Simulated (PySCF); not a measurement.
**One shape, several levels: doublet [O2]−**

We compute a comparison of 4 runs (UHF/STO-3G, UHF/3-21G, U-r2SCAN/aug-cc-pVTZ, UCAM-B3LYP/aug-cc-pVTZ) of doublet [O2]−. Input form: a Python script.

Program for the calculation: PySCF 2.14.0.

8 further runs of the same task are left out: 1 that didn't finish, 7 set aside as unsound or not needed. Runs told in other sessions of the task aren't counted.

**1. Starting point**

[O2]− has 2 atoms, charge -1, and is taken as a doublet. As SMILES of the parent species, `O=O`. The shape is that of a GFN2-xTB optimisation. That shape belongs to the parent species and isn't relaxed for this state.

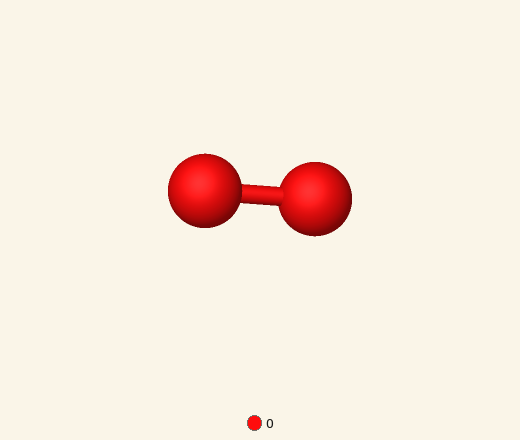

The structure, seen from a chosen angle (oxygen red).

**2. The energy at UHF/STO-3G (run 1)**

Contents of calc.py:

```python
from pyscf import gto, scf

molecule = gto.M(
    atom='''
O        0.516930      -0.167240       0.266250
O       -0.516930       0.167240      -0.266250
''',
    max_memory=1860,
    spin=1,
    charge=-1,
    verbose=3,
    basis='sto-3g',
)

mf = scf.UHF(molecule)
mf.conv_tol = 1e-10
mf.kernel()
if not mf.converged:
    mf = mf.newton().run(mf.mo_coeff, mf.mo_occ)

e_final = mf.e_tot
print(f'total energy: {e_final:.8f} hartree')
```

On the command line:

```bash
OMP_NUM_THREADS=1 python calc.py
```

Log:

```text
converged SCF energy = -147.364717084668  <S^2> = 0.75075849  2S+1 = 2.0007583
total energy: -147.36471708 hartree
```

It took 0.38 s on 1 thread of Intel Xeon 6975P-C (Granite Rapids), shared host; peak memory 0.1 GiB.

**3. The energy at UHF/3-21G (run 2)**

Contents of input.py:

```python
from pyscf import gto

mol = gto.M(
    atom='''
O      0.976856    -0.316038     0.503140
O     -0.976856     0.316038    -0.503140
''',
    charge=-1,
    unit='bohr',
    basis='3-21g',
    verbose=3,
    spin=1,
    max_memory=1860,
)

mf = mol.UHF()
mf.conv_tol = 1e-10
mf.kernel()
if not mf.converged:
    mf = mf.newton().run(mf.mo_coeff, mf.mo_occ)

etot = mf.e_tot
print('E = %.10f Eh' % etot)
```

On the command line:

```bash
OMP_NUM_THREADS=1 python input.py
```

Log:

```text
converged SCF energy = -148.687393364693  <S^2> = 0.75625629  2S+1 = 2.0062465
E = -148.6873933647 Eh
```

Wall time 0.46 s (1 thread of Intel Xeon 6975P-C (Granite Rapids), shared host); peak memory 0.12 GiB.

Run 3 isn't shown in full; the table further down has it.

**4. The energy at UCAM-B3LYP/aug-cc-pVTZ (run 4)**

Contents of calc.py:

```python
from pyscf import gto, dft

mol = gto.Mole()
mol.atom = 'O 0.516930 -0.167240 0.266250; O -0.516930 0.167240 -0.266250'
mol.charge = -1
mol.verbose = 3
mol.basis = 'aug-cc-pvtz'
mol.spin = 1
mol.max_memory = 1860
mol.build()

mf = dft.UKS(mol)
mf.xc = 'cam-b3lyp'
mf.grids.level = 5
mf.conv_tol = 1e-10
mf.kernel()
if not mf.converged:
    mf = mf.newton().run(mf.mo_coeff, mf.mo_occ)

e_final = mf.e_tot
print('E(%s) = %.9f' % ('CAM-B3LYP', e_final))
```

On the command line:

```bash
OMP_NUM_THREADS=1 python calc.py
```

Log:

```text
converged SCF energy = -150.343650313693  <S^2> = 0.75606973  2S+1 = 2.0060605
E(CAM-B3LYP) = -150.343650314
```

It took 9 s on 1 thread of Intel Xeon 6975P-C (Granite Rapids), shared host; peak memory 0.43 GiB.

**5. Overview of the runs**

```
run                   level  integration grid  energy (Eh)  HOMO energy (eV)  LUMO energy (eV)   ⟨S²⟩  wall time
  1              UHF/STO-3G                 –  -147.364717              7.29             22.88  0.751     0.38 s
  2               UHF/3-21G                 –  -148.687393              1.10             15.51  0.756     0.46 s
  3    U-r2SCAN/aug-cc-pVTZ                 5  -150.309767              4.22              5.20  0.757       35 s
  4  UCAM-B3LYP/aug-cc-pVTZ                 5  -150.343650              1.30              6.36  0.756        9 s
```

**6. Outcome**

| quantity | value |
| --- | --- |
| run 4: total energy | -150.34365 Eh |
| run 4: HOMO energy (highest over α and β) | 1.30 eV |
| run 4: LUMO energy (lowest over α and β) | 6.36 eV |
| run 4: ⟨S²⟩ | 0.756 |

**Reading.** Totals of different functionals can't be ranked against each other. In all runs the HOMO lies above zero, from self-interaction, a short basis or an electron that isn't bound. In run 1 the basis is minimal, so the values are rough. All runs together took 44 s, the longest 35 s.
